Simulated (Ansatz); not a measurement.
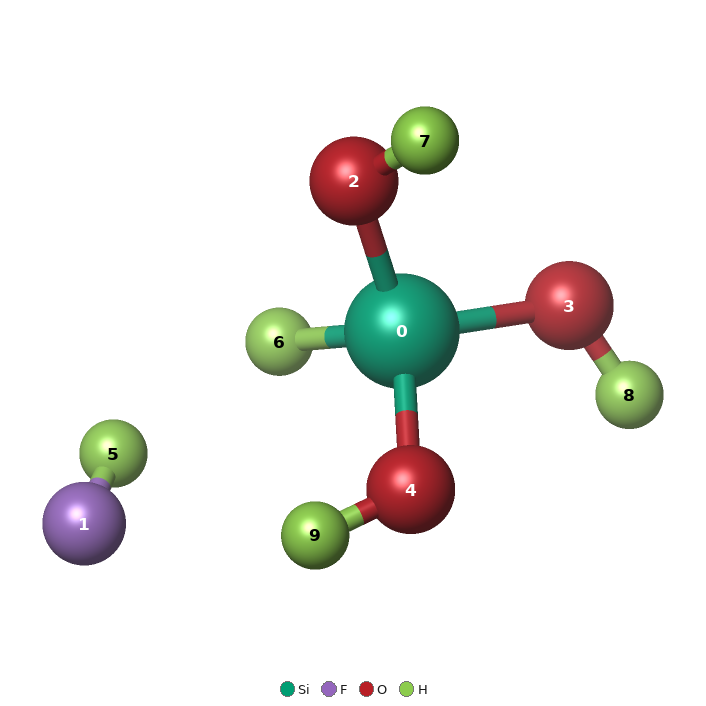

The picture shows the input geometry. Atoms are numbered from 0, in the order of the input.

The calculation was set up as follows.

```yaml
crystal:
  periodic: [false, false, false]
  atoms:
    - {symbol: Si, position_ang: [-0.456211, -0.114812, -0.263628]}
    - {symbol: F, position_ang: [2.704680, 0.242052, 0.542551]}
    - {symbol: O, position_ang: [-0.668088, -1.648498, 0.231414]}
    - {symbol: O, position_ang: [-1.807804, 0.405288, -1.010022]}
    - {symbol: O, position_ang: [-0.123587, 0.972780, 0.905593]}
    - {symbol: H, position_ang: [2.324121, -0.066004, -0.245521]}
    - {symbol: H, position_ang: [0.704024, -0.226306, -1.192389]}
    - {symbol: H, position_ang: [-1.458693, -1.863532, 0.729339]}
    - {symbol: H, position_ang: [-1.986473, 1.346048, -0.963914]}
    - {symbol: H, position_ang: [0.767932, 0.952785, 1.266678]}
basis:
  gaussian: {orbitals: def2-SVP}
hamiltonian: {xc: pbe0, dispersion: d4}
```

Command:

```sh
ansatz run in.yaml --threads 4 --pin off --events-out ev --progress --plain --max-ram 9574MiB
```

Output:

```
Functional definition: PBE0
  name "PBE0"
  cite "Adamo & Barone, J. Chem. Phys. 110, 6158 (1999) doi:10.1063/1.478522"
  cite "Perdew, Burke & Ernzerhof, Phys. Rev. Lett. 77, 3865 (1996) doi:10.1103/PhysRevLett.77.3865"
  parent pbe
  parameter a = 0.25
  parameter kappa = 0.804
  parameter beta = 0.06672455060314922
  exchange = (1 - a)*pbe_x(kappa = kappa, mu = beta*pi^2/3) + a*exact_x
  correlation = pbe_c(beta = beta)
1063 factors; their error is unknown
mean field evaluation 1: about -16788.7098 eV, gradient 7.8e1 eV
mean field evaluation 2: about -16779.3169 eV, gradient 1.1e2 eV
mean field evaluation 4: about -16798.6981 eV, gradient 2.1e0 eV
mean field evaluation 8: about -16798.7691 eV, gradient 4.7e-2 eV
mean field -16798.76908089 eV, -617.3433771079 hartree, gradient 6.2e-5 eV, S^2 0.000000; 0 other end points of the search recorded, 0 dependent functions left out
reference -16798.76910285 eV, -617.3433779149 hartree; 26, 26 occupied and 73, 73 virtual orbitals, 1063 factors
Total energy: -16798.90839042 eV, -617.3484966388 hartree
```
